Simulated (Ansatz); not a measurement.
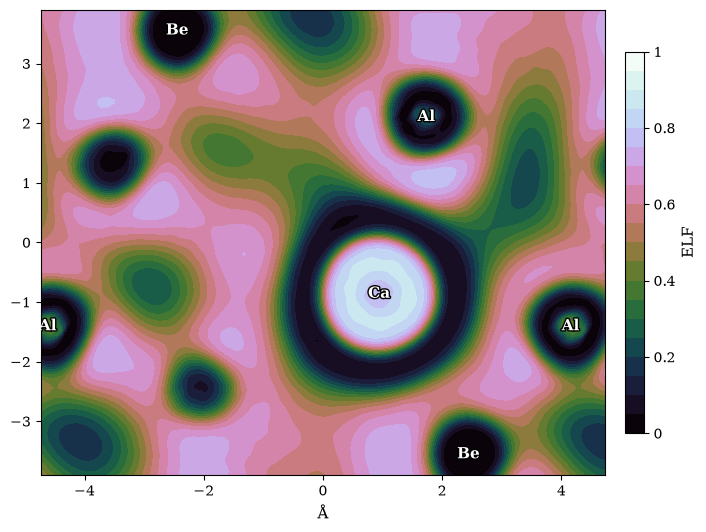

The picture shows: Ca₂BeAl₁₃. ELF on the (111) plane of the conventional cell.

Space group P1; a generated structure, not necessarily the stable one; computed without spin polarisation.

Theory: DFT PBE, scalar-relativistic, plane waves, PAW (Ansatz 0.2.0).

In a PAW calculation such maps are meaningful between the atoms, not at the nuclei.

What do the fields say about this system?

Answer. The section cuts through Be, Al and Ca sites.
Atoms just off the plane (Al, 0.5 Å away) can leave unmarked features too.
Ca–Be (3.08 Å): the ELF is about 0.20 at the midpoint (no shared electron pair shows on this line).
The features right at Ca lie inside the PAW spheres, where the map follows smoothed inner orbitals and isn't to be read closely.
